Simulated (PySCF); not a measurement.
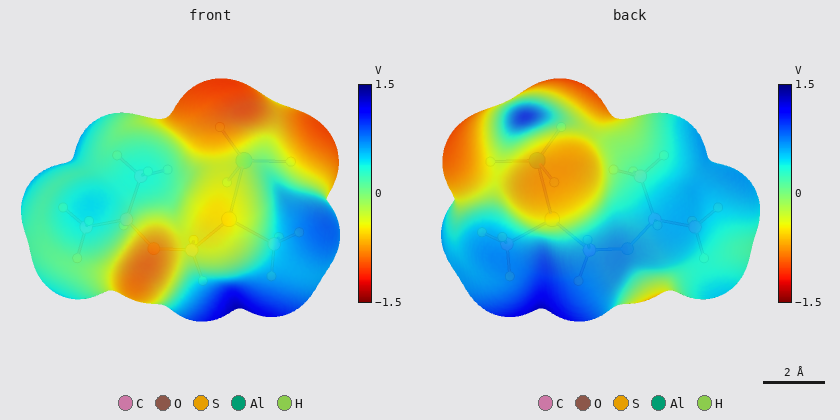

Figure 1: C₅H₁₅AlOS. The molecular electrostatic potential painted on the density surface at 0.001 e/bohr³, seen from the front and from behind; the colour scale runs from red (negative) to blue (positive).

Geometry: GFN2-xTB.

The calculation used PBE0/pcSseg-1, SCF density, gas phase, non-relativistic (PySCF 2.14.0).

```yaml
atoms:
  - { symbol: C, position_ang: [1.5331, 0.6409, 0.8297] }
  - { symbol: C, position_ang: [1.8492, -0.2468, -0.3673] }
  - { symbol: C, position_ang: [3.1093, 0.2198, -1.0860] }
  - { symbol: O, position_ang: [0.8124, -0.2304, -1.3562] }
  - { symbol: C, position_ang: [-0.4158, -0.6896, -0.9867] }
  - { symbol: S, position_ang: [-1.5751, 0.6755, -0.4180] }
  - { symbol: C, position_ang: [-3.1266, -0.2235, -0.6545] }
  - { symbol: Al, position_ang: [-1.7657, 0.3507, 2.0314] }
  - { symbol: H, position_ang: [2.4051, 0.7103, 1.4739] }
  - { symbol: H, position_ang: [1.2612, 1.6391, 0.4923] }
  - { symbol: H, position_ang: [0.7071, 0.2333, 1.4201] }
  - { symbol: H, position_ang: [1.9770, -1.2882, -0.0282] }
  - { symbol: H, position_ang: [3.9638, 0.1563, -0.4194] }
  - { symbol: H, position_ang: [2.9823, 1.2485, -1.4110] }
  - { symbol: H, position_ang: [3.2910, -0.3993, -1.9599] }
  - { symbol: H, position_ang: [-0.3847, -1.4382, -0.1841] }
  - { symbol: H, position_ang: [-0.9044, -1.0945, -1.8758] }
  - { symbol: H, position_ang: [-3.1983, -1.0328, 0.0751] }
  - { symbol: H, position_ang: [-3.9331, 0.4854, -0.4945] }
  - { symbol: H, position_ang: [-3.1649, -0.6067, -1.6701] }
  - { symbol: H, position_ang: [-3.3223, 0.5150, 2.1054] }
  - { symbol: H, position_ang: [-0.8855, 1.5368, 2.5346] }
  - { symbol: H, position_ang: [-1.2198, -1.1348, 1.9594] }
```

**Which sites attract a positive test charge, and which a negative one?**

A positive charge is drawn to the negative regions and a negative charge to the positive ones. The most negative region (about −1.1 V) lies over H22, the most positive (about +1.3 V) over H17 and H20.

**How polar is the molecule by this calculation?**

Its dipole moment is 3.35 D.
